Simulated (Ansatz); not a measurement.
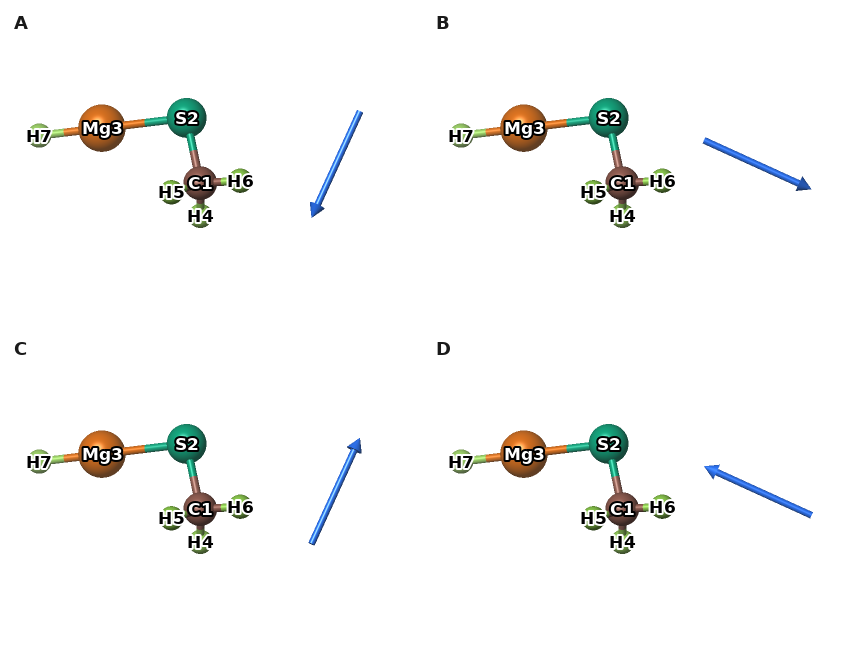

The same molecule four times, each with an arrow. The geometry was computed by an optimisation with PBE0-D4/def2-TZVP. Level of theory: RKS PBE0-D4/def2-TZVP (Ansatz 0.2.0).

### Which arrow points along the dipole moment, from the negative to the positive end?

A. The dipole moment is 1.31 D; it points from the side of S2 to the side of H4, H5 (the outermost atoms at the two ends).
